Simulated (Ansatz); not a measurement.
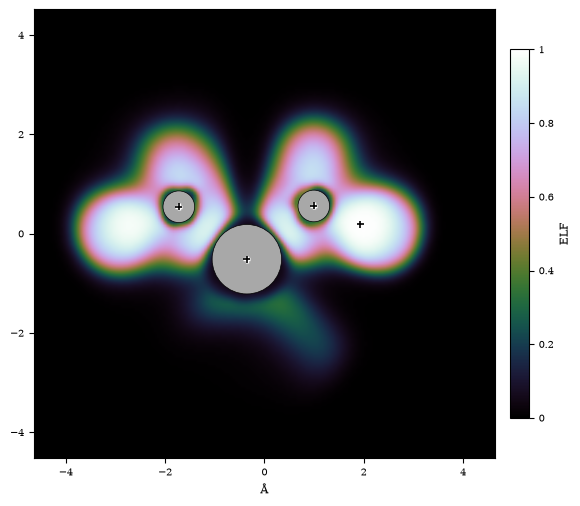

The ELF on a plane through atoms (crosses mark nuclei in the plane; grey discs cover the cores).

All numbers below come from isolated molecule in a Gaussian basis; Kohn-Sham density functional theory, functional PBE0 in Ansatz 0.2.0.

Candidates:
A. B$_{2}$F$_{4}$H$_{2}$O$_{2}$
B. H$_{7}$N$_{3}$Si
C. H$_{6}$N$_{3}$Y

Question: Which candidate gave the map?

Answer: Candidate B: H$_{7}$N$_{3}$Si on the plane of atoms N1, Si4 and N3, which holds N, Si and H. Si–N (1.72 Å): the ELF peaks at about 0.90 between the atoms, as expected for a shared but strongly polarised pair. N–H (1.01 Å): the ELF climbs to about 1 towards the hydrogen, as it does in any bond to H (a covalent bond by its length).
